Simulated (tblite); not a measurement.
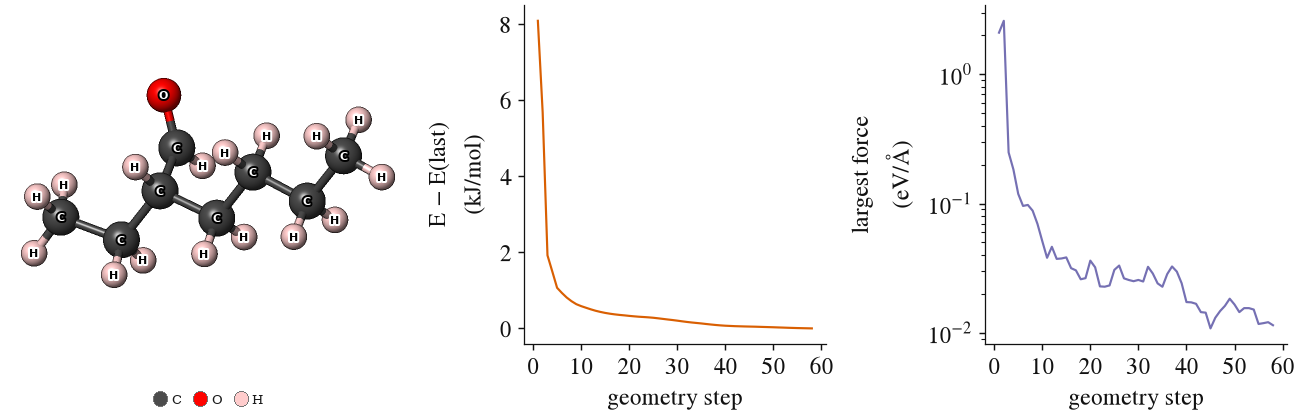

Beside the plot: the molecule at the start.

History of a geometry optimisation. The run: 2-ethylhexanal (SMILES CCCC[C@@H](C=O)CC), by GFN2-xTB geometry optimisation, gas phase in tblite.

The optimisation met its thresholds at geometry 58, counting the start as the first. The energy fell by about 8.1 kJ/mol from the first step to the last. The largest force goes from about 2.1 eV/Å at the start to 0.011 eV/Å at the end.
